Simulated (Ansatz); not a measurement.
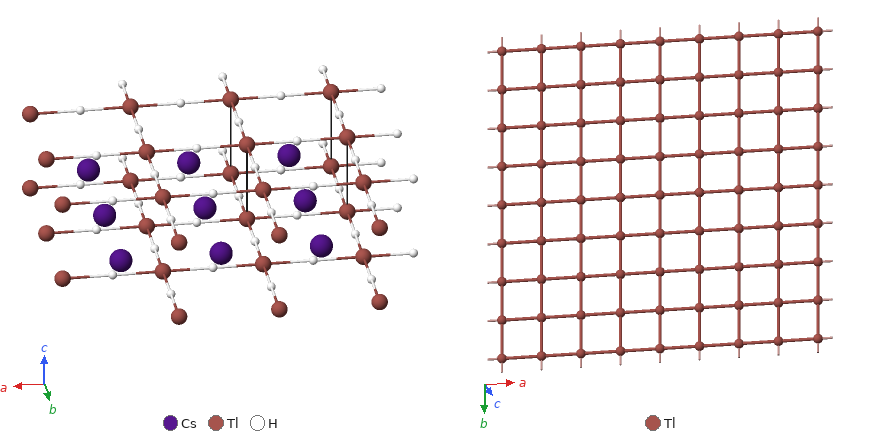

Left: the structure. Right: its underlying net. Nodes are coloured by element. One layer is drawn. Short stubs are edges that leave the cut-out.

CsTlH₂ (space group P4/mmm, No. 123): the geometry relaxed with Ansatz, DFT PBE, scalar-relativistic, plane waves, PAW; the starting structure was generated, so it need not be a known form of this composition.

Bonds are taken as H–Tl below 2.7 Å; Cs is left out of the net, as the electropositive filling of the structure; no other contact counts. Simplification: prune 0- and 1-connected atoms, fold 2-connected ones into links.

The result is a uninodal 4-connected, two-periodic (layers) net: Tl is a 4-connected node. H becomes part of the edges. It is the sql net, known from the square lattice. The layers lie parallel to (001).

```tsv
node	links	point symbol	coordination sequence
Tl	4	4⁴·6²	4 8 12 16
```
